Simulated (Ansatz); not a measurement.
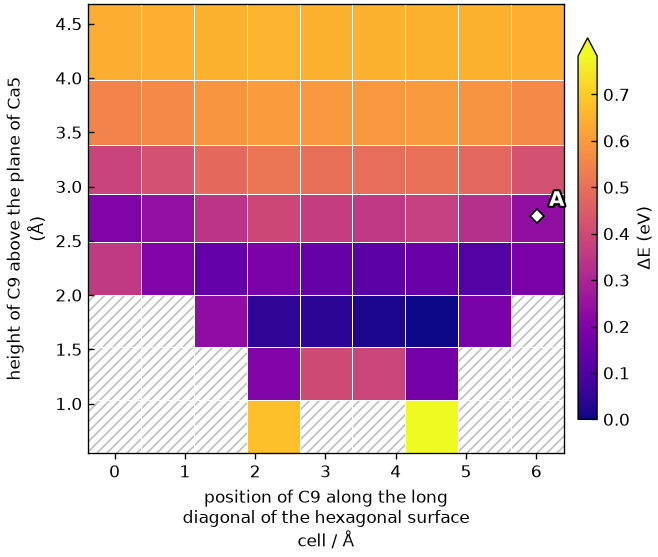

CO on a Ca(111) slab cut from the Fm-3m phase, its upper half relaxed before the scan (8 atoms of substrate and one adsorbate in a 2 × 2 cell). CO is moved along a line over the surface and along the normal, above a rigid substrate. The first coordinate is: position of C9 along the long diagonal of the hexagonal surface cell, from above Ca5; the second: height of C9 above the plane of Ca5. Grid: 9 × 8 points. At 15 points there is no value (left out of the scan, as a rule where atoms come close). Points are written as (first, second). All energies are given in eV relative to the lowest grid point. The calculation used DFT PBE, scalar-relativistic, plane waves, PAW in Ansatz. Settings: cutoff 420 eV, k-mesh 6×6×1, gaussian smearing 0.1 eV, no spin polarisation.

In the figure: one coloured cell a grid point, one colour for all values above the top of the scale, hatched blanks where no value was computed, the point A.

Which way does the force act at A, and how strong is it?

Answer. A, at (6.01 Å, 2.73 Å), is not a stationary point. The computed force is 0.093 eV for each Å towards larger values of the first coordinate and 0.46 eV for each Å towards smaller values of the second coordinate.
